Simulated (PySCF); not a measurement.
Input

```
{"job": {"kind": "uv", "xc": "CAM-B3LYP", "basis": "def2-SVPD", "ip": true}, "charge": 0, "multiplicity": 1}
C      1.818125     0.175687     0.275449
N      0.391468     0.117211     0.098220
C     -0.358631    -0.963867    -0.226181
C     -1.663665    -0.521675    -0.332023
C     -1.579141     0.858811    -0.053113
N     -0.331390     1.228543     0.203008
H      2.049831     0.748757     1.183074
H      2.301368     0.664881    -0.584186
H      2.213462    -0.842691     0.379194
H      0.084374    -1.950031    -0.349863
H     -2.545106    -1.112130    -0.569238
H     -2.380694     1.596513    -0.024355
```

Run with:

```sh
OMP_NUM_THREADS=1 python probes_run.py task.json out
```

Geometry: PBE0-D3(BJ)/def2-SVP.

Theory: CAM-B3LYP/def2-SVPD, SCF density, gas phase (PySCF).

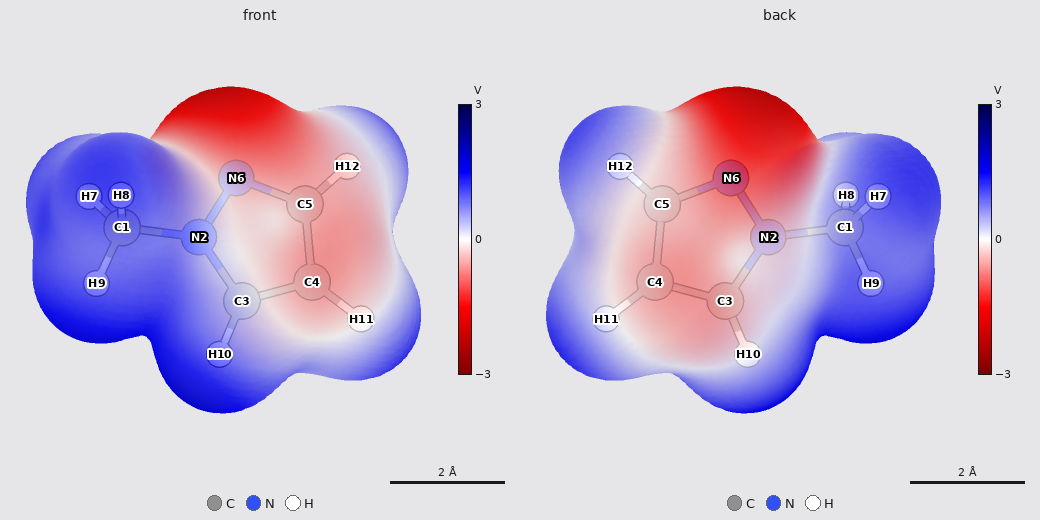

C$_{4}$H$_{6}$N$_{2}$. The electrostatic potential painted on the density surface at 0.004 e/bohr³, seen from the front and from behind; the colour scale runs from red (negative) to blue (positive).

> Where is the surface potential most negative and most positive?

The most negative region (about −2.1 V) lies over N6, the most positive (about +1.7 V) over H10. N6 is the likeliest acceptor of a hydrogen bond.
